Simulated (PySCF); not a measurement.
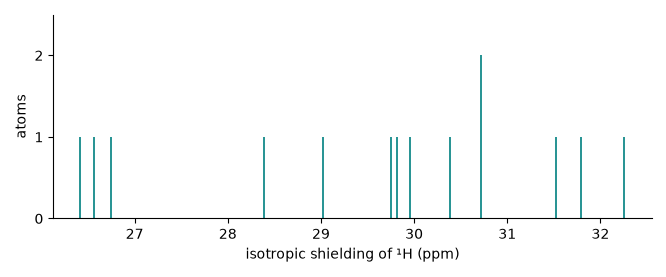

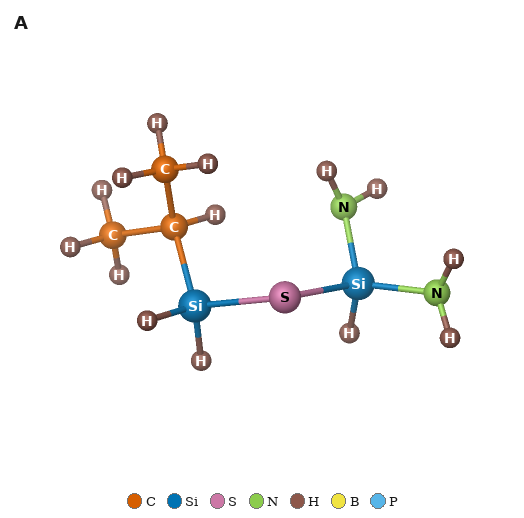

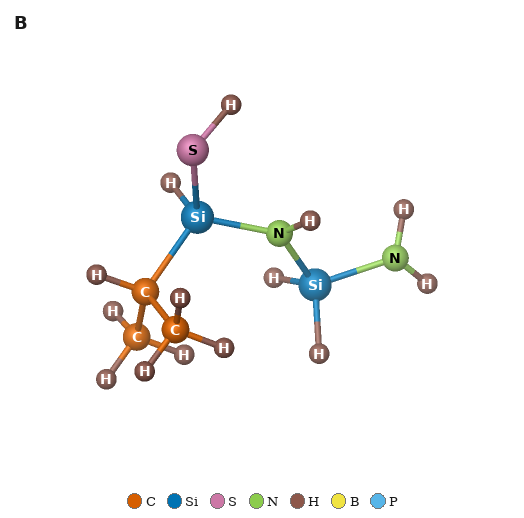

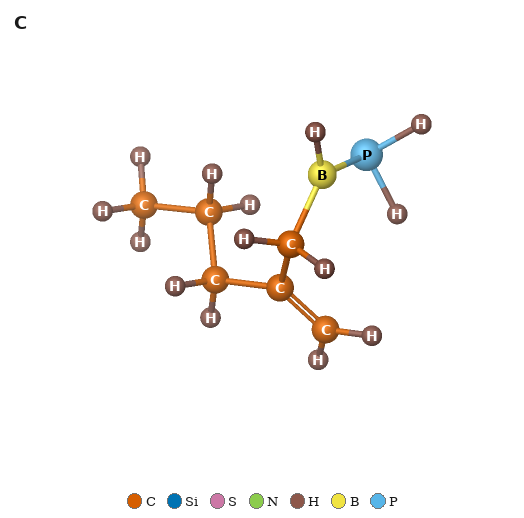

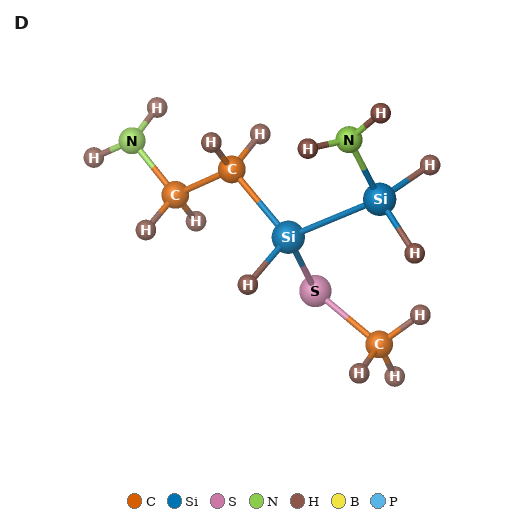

The sticks are computed shieldings of one of the molecules, for one fixed geometry (GFN2-xTB) without averaging over rotations. Low shielding means a high chemical shift. Method: GIAO PBE0/pcSseg-1 NMR shielding, non-relativistic, gas phase (PySCF 2.14.0).

Question: Which molecule gives this pattern?

Answer: D, `CS[Si@H](CCN)[SiH2]N`. Its 14 H atoms give lines at 26.42, 26.57, 26.75, 28.39, 29.03, 29.75, 29.82, 29.96, 30.39, 30.72 (2 atoms), 31.52, 31.79, 32.26 ppm.

The geometry is semi-empirical. Around B, P, Si such bond lengths and angles can be off by a tenth of an ångström or more and by several degrees, and values that hang on the shape move with them.
